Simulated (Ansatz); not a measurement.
Consider SiC (space group P6_3mc, No. 186; a = 3.0941 Å, c = 10.1293 Å). Axes: x lies along a and z along c of the hexagonal cell.

Now apply this change: biaxial strain +2.25 %, plane normal [001], relaxed out of plane (Cartesian); in-plane vectors clamped, the third vector and the atoms free.

All numbers come from PBE, PAW, 420 eV (Ansatz, a first-principles code; scalar-relativistic without spin-orbit coupling).

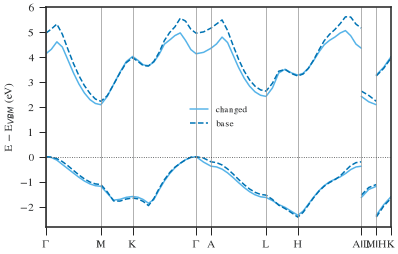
*Highest valence and lowest conduction band along the path, each from its own valence-band maximum*

Q: Read the changed gap and its character from the plot.

A: About 2.1 eV, indirect, Γ → M.

Stability against distortions was not tested.
